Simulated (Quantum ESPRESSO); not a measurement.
# Cost against accuracy: ecutwfc for CeO₂ (Fm-3m, 3 atoms in the cell)

```
CELL_PARAMETERS angstrom
      0.00000     2.73373     2.73373
      2.73373     0.00000     2.73373
      2.73373     2.73373     0.00000
ATOMIC_POSITIONS crystal
  Ce 0.00000 0.00000 0.00000
  O  0.25000 0.25000 0.25000
  O  0.75000 0.75000 0.75000
```

Method of the run: PBEsol, SSSP 1.1.2 efficiency (PBE) pseudopotentials (plane waves; Quantum ESPRESSO 7.5).

Base settings: ecutwfc = 55 Ry; ecutrho = 440 Ry; occupations = smearing; smearing = gauss; degauss = 0.0036749 Ry; input_dft = pbesol; potentials = {Ce: Ce.GGA-PBE-paw-v1.0.UPF, O: O.pbe-n-kjpaw_psl.0.1.UPF}; K_POINTS = automatic 10 10 10 0 0 0; conv_thr = 1e-10 Ry; mixing_beta = 0.3.

Misses are taken against the tightest run, 96 Ry (ecutrho: 440 Ry → 768 Ry), which need not be fully converged itself. The energy is the free energy per atom.

The count of work is k-points × plane waves × bands × iterations; it is no time, and leaves out set-up, grids and terms that scale otherwise. Core times come from one kind of shared machine and are given to one figure; runs under 30 s give none.

The starting cell comes from a database of computed structures (which also holds hypothetical and non-ambient phases and stackings), without a prior relaxation at this level. The f electrons are in the valence without U or exact exchange, which can misplace them near the Fermi level. Spin-orbit terms, which matter for f shells, are left out. In the base run, with a pressure of about -6 GPa the cell is away from its equilibrium volume at this level.

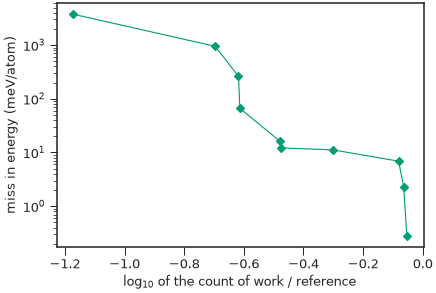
Figure. Miss against the count of work; the reference run is not drawn, and misses under 0.1 meV/atom are drawn there.

```tsv
ecutwfc	energy less reference (meV/atom)	pressure less reference (GPa)	count of work / reference	core time / reference (rough)
22 Ry (ecutrho: 440 Ry → 176 Ry)	3751.09	-133.23	0.067	0.1
28 Ry (ecutrho: 440 Ry → 224 Ry)	949.03	-50.38	0.20	0.3
33 Ry (ecutrho: 440 Ry → 264 Ry)	263.76	-18.57	0.24	0.3
38 Ry (ecutrho: 440 Ry → 304 Ry)	66.33	-5.62	0.24	0.4
44 Ry (ecutrho: 440 Ry → 352 Ry)	16.32	-0.74	0.33	0.5
50 Ry (ecutrho: 440 Ry → 400 Ry)	12.17	-0.01	0.34	0.4
55 Ry	11.21	-0.13	0.50	0.6
63 Ry (ecutrho: 440 Ry → 504 Ry)	6.90	-0.29	0.83	0.7
72 Ry (ecutrho: 440 Ry → 576 Ry)	2.30	-0.19	0.86	0.8
82 Ry (ecutrho: 440 Ry → 656 Ry)	0.28	-0.04	0.88	0.9
96 Ry (ecutrho: 440 Ry → 768 Ry)	0.00	0.00	1.0	1
```

Coarsest setting among those run that, with all tighter ones, holds the energy within 20 meV/atom of the reference: 44 Ry (ecutrho: 440 Ry → 352 Ry), off by 16 meV/atom; its saving against the reference is no more than about a factor of 2 in time.

Coarsest setting among those run that, with all tighter ones, holds the energy within 1 meV/atom of the reference: 82 Ry (ecutrho: 440 Ry → 656 Ry), off by 0.28 meV/atom; its saving against the reference is no more than about a factor of 2 in the count of work.

The step from 38 Ry (ecutrho: 440 Ry → 304 Ry) to 72 Ry (ecutrho: 440 Ry → 576 Ry): it takes the miss in the energy from 66 to 2.3 meV/atom, for 3.5 times the count of work and roughly 2 times the time.
